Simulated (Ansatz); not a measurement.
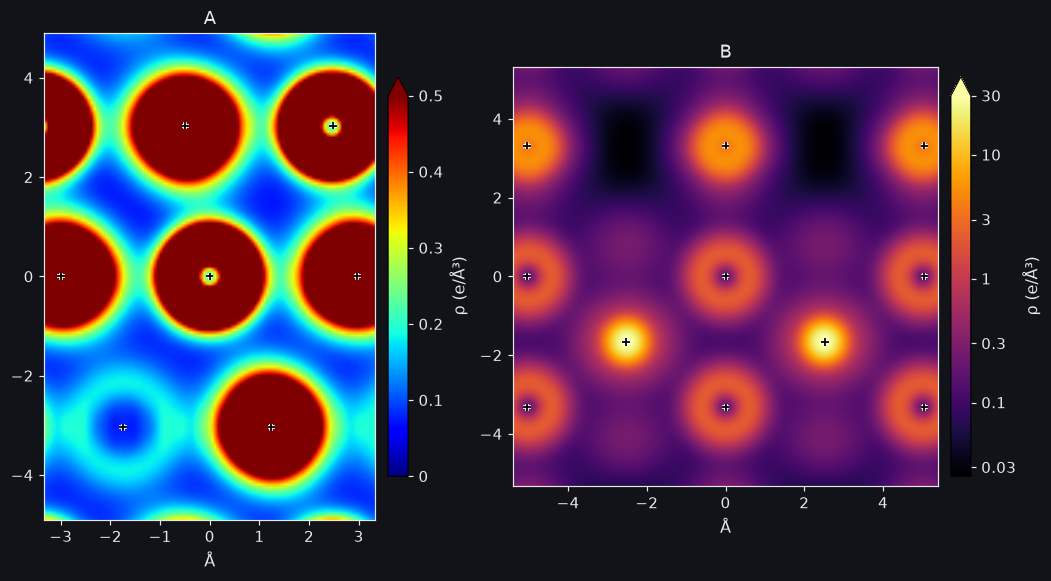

The valence electron density of 2 systems, each on a plane through atoms (crosses mark nuclei in the plane).

These are results of DFT PBE, scalar-relativistic, plane waves, PAW; 4f electrons in the core of a trivalent norm-conserving potential in Ansatz 0.2.0, not measurements.

System 1: Nd₂AlSe₃, the (110) plane of the conventional cell. Space group P-3m1; a structure generated by program, which may or may not match a known phase; computed without spin polarisation; no Hubbard U on the f states and no spin–orbit coupling.

```
Nd Al Se
1.0
     5.26108    0.00000    0.00000
    -2.63054    4.55623    0.00000
     0.00000    0.00000    5.97015
Nd Al Se
2 1 3
Direct
  0.33333 0.66667 0.29238
  0.66667 0.33333 0.70762
  0.00000 0.00000 0.00000
  0.33333 0.66667 0.79014
  0.66667 0.33333 0.20986
  0.00000 0.00000 0.50000
```

System 2: Nd₂As₃W, the (110) plane of the conventional cell. Space group P6/mmm; a structure generated by program, which may or may not match a known phase; computed without spin polarisation; no Hubbard U on the f states and no spin–orbit coupling.

```
Nd As W
1.0
     5.75414    0.00000    0.00000
    -2.87707    4.98323    0.00000
     0.00000    0.00000    5.04806
Nd As W
2 3 1
Direct
  0.66667 0.33333 0.00000
  0.33333 0.66667 0.00000
  0.00000 0.50000 0.50000
  0.50000 0.50000 0.50000
  0.50000 0.00000 0.50000
  0.00000 0.00000 0.00000
```

### Which map belongs to which system?

Panel A is system 1, Nd₂AlSe₃: the plane holds Nd, Al and Se. Nd–Se (2.97 Å): the density is about 0.23 e/Å³ at the midpoint. Panel B is system 2, Nd₂As₃W: the plane holds Nd, As and W. Nd–As (3.02 Å): the density is about 0.21 e/Å³ at the midpoint.
